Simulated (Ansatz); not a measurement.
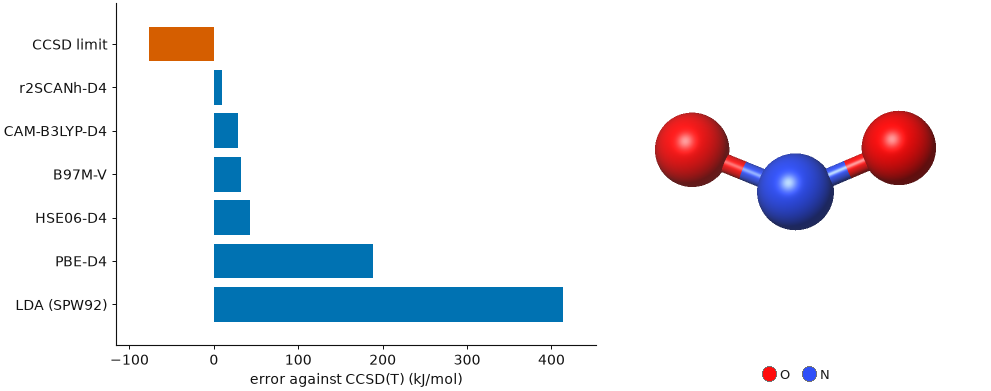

Error in the electronic atomisation energy (method less reference, so positive means overbinding) of NO₂, SMILES O=[N+][O-], doublet: functionals in def2-TZVPP against frozen-core CCSD(T) at the limit (scheme: direct), which gives 940.2 kJ/mol, at a PBE0-D4/def2-TZVP geometry (a minimum by its frequencies), no zero-point or spin-orbit term, the Ansatz code. The reference leaves out core correlation, a term that grows with the number of heavy atoms. Limit means the basis limit.

Q: What range do the values span?

A: From −76.8 kJ/mol (CCSD limit) to 413.9 kJ/mol (LDA (SPW92)).

Q: Which of these levels overbind, and which underbind?

A: Overbind: CAM-B3LYP-D4, B97M-V, HSE06-D4, PBE-D4 and LDA (SPW92). Underbind: CCSD limit. Within 15 kJ/mol of zero, too close to call in view of what the reference leaves out: r2SCANh-D4.
